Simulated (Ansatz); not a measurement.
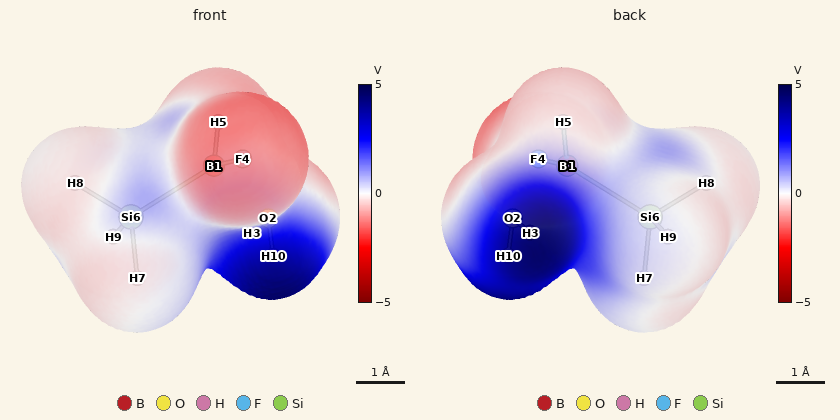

Figure. BFH₄Si···H₂O. The electrostatic potential painted on the density surface at 0.004 e/bohr³, seen from the front and from behind; red is negative and blue positive.

Method: RKS PBE0/6-31G* (Ansatz).

The calculation's input:

```
crystal:
  periodic: [false, false, false]
  atoms:
    - { symbol: B, position_ang: [0.14543, 0.439439, -0.391853] }
    - { symbol: O, position_ang: [-0.331958, -0.248747, 2.070665] }
    - { symbol: H, position_ang: [-1.259752, -0.10717, 2.302834] }
    - { symbol: F, position_ang: [1.301347, -0.194817, -0.554142] }
    - { symbol: H, position_ang: [-0.833183, -0.085245, -0.857341] }
    - { symbol: Si, position_ang: [0.142059, 2.230775, 0.446725] }
    - { symbol: H, position_ang: [1.070806, 2.290386, 1.623572] }
    - { symbol: H, position_ang: [0.562093, 3.333281, -0.473272] }
    - { symbol: H, position_ang: [-1.215591, 2.588311, 0.958917] }
    - { symbol: H, position_ang: [0.14365, 0.508486, 2.481594] }
basis:
  gaussian: { orbitals: "6-31G*" }
hamiltonian:
  xc: pbe0
relax:
  f_tol: 0.03
  max_steps: 50
output:
  orbitals: {}
```

Launched as:

```sh
ansatz run input.yaml --threads 1 --pin off --max-ram 2048MiB --backend cpu --events-out ev --progress --plain --runs-dir out
```

The fields are those of the run's last geometry, not of the input's.

Q: Describe the electrostatic potential map.

A: The most negative region (about −1.4 V) lies over F4, the most positive (about +4.6 V) over H3 and H10.
